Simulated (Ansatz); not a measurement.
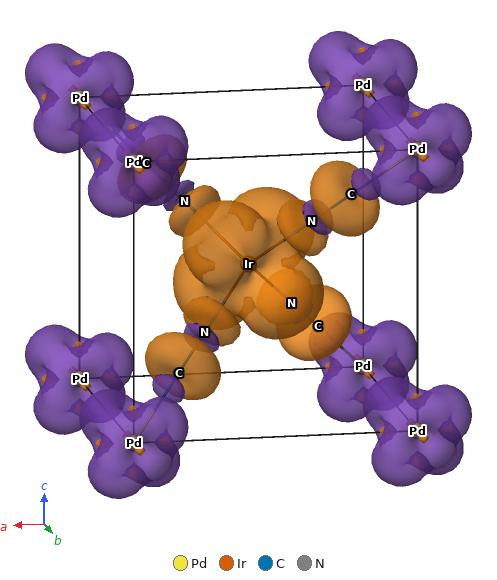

*IrPdC4N4. Isosurfaces of the magnetisation density (up minus down) at +0.01 (orange) and −0.01 e/Å³ (purple), seen at an oblique angle. Sticks mark near contacts.*

Space group P-43m; a structure generated by program, which may or may not match a known phase; spin-polarised.

These are results of Ansatz 0.2.0, DFT PBE, scalar-relativistic, plane waves, PAW, not measurements.

The density is the valence pseudo-density of a PAW calculation; it isn't the true density close to the nuclei.

```xyz
10
Lattice="5.9350 0.0000 0.0000 0.0000 5.9350 0.0000 0.0000 0.0000 5.9350" Properties=species:S:1:pos:R:3 pbc="T T T"
Pd    0.0000    0.0000    0.0000
Ir    2.9675    2.9675    2.9675
C     1.1596    1.1596    1.1596
C     1.1596    4.7753    4.7753
C     4.7753    1.1596    4.7753
C     4.7753    4.7753    1.1596
N     1.8469    1.8469    1.8469
N     1.8469    4.0881    4.0881
N     4.0881    1.8469    4.0881
N     4.0881    4.0881    1.8469
```

> Where is the spin, and how is it ordered?

The spin density sits on Ir: +0.5 μB in one cell of 10 atoms, with smaller moments on other sites: Pd (up to −0.14 μB): parallel moments on the main sites in this solution. The cell of the calculation (10 atoms) carries 1.0 μB of net spin moment.
